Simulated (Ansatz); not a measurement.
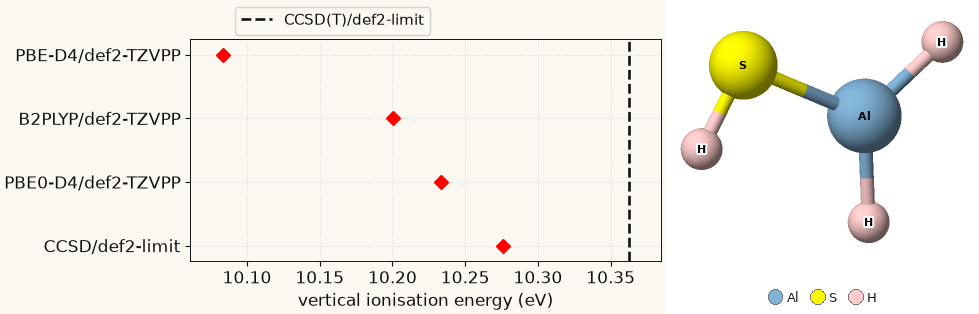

Vertical ionisation energy of AlH₃S, SMILES [AlH2][SH], singlet, taken as the energy of the cation less that of the neutral at fixed geometry (unrestricted doublet cation, cores frozen in correlated methods, no spin-orbit coupling), the Ansatz code, at a PBE0-D4/def2-TZVP geometry (a minimum by its frequencies). Limit means an estimate of the basis limit from triple and quadruple zeta; for coupled cluster it is either extrapolated directly or built as the MP2 limit plus the step from MP2 in triple zeta. B2PLYP/def2-TZVPP holds a correlation term that converges slowly with the basis, so part of the distance to the limit is basis error.

Which level comes closest to the line (CCSD(T)/def2-limit), and which misses most?

Answer. Closest CCSD/def2-limit (10.28 eV), against 10.36 eV; farthest PBE-D4/def2-TZVPP (10.08 eV).

Give the values.

Answer.
```
             level     eV  less CCSD(T)/def2-limit
 PBE-D4/def2-TZVPP  10.08                    −0.28
 B2PLYP/def2-TZVPP  10.20                    −0.16
PBE0-D4/def2-TZVPP  10.23                    −0.13
   CCSD/def2-limit  10.28                    −0.09
CCSD(T)/def2-limit  10.36                     0.00
```
